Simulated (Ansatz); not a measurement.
## Pressure series in PbS

The reference is PbS in the rock salt structure (space group Fm-3m, No. 225).

```cif
data_PbS
_chemical_formula_sum 'S1 Pb1'
_space_group_name_H-M_alt 'P 1'
_space_group_IT_number 1
_cell_length_a 4.22442
_cell_length_b 4.22442
_cell_length_c 4.22442
_cell_angle_alpha 60.000
_cell_angle_beta 60.000
_cell_angle_gamma 60.000
loop_
_space_group_symop_operation_xyz
  'x, y, z'
loop_
_atom_site_label
_atom_site_type_symbol
_atom_site_fract_x
_atom_site_fract_y
_atom_site_fract_z
_atom_site_occupancy
S1 S 0.00000 0.00000 0.00000 1
Pb1 Pb 0.50000 0.50000 0.50000 1
```

Cell and atoms are relaxed at each pressure.

Computed with Ansatz (a first-principles code), r2SCAN, PAW, cutoff 500 eV, spin-orbit coupling left out.

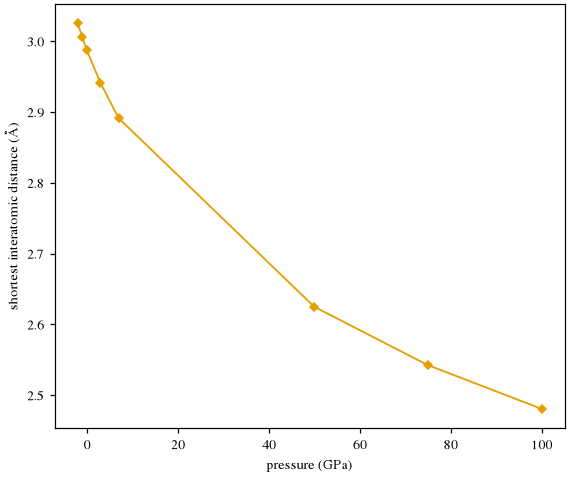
Fig. 1. Shortest interatomic distance against pressure

| pressure (GPa) | shortest interatomic distance |
|---|---|
| -2 | 3.025 Å |
| -1 | 3.005 Å |
| 3 | 2.941 Å |
| 7 | 2.891 Å |
| 50 | 2.625 Å |
| 75 | 2.542 Å |
| 100 | 2.481 Å |

The mesh was chosen for an insulator and is coarse for the gapless case. Load acts through the strain it causes; cell and atoms are relaxed under it. Whether these cells are dynamically stable was not tested. No other phases were tried under pressure. The final runs are not spin-polarised.
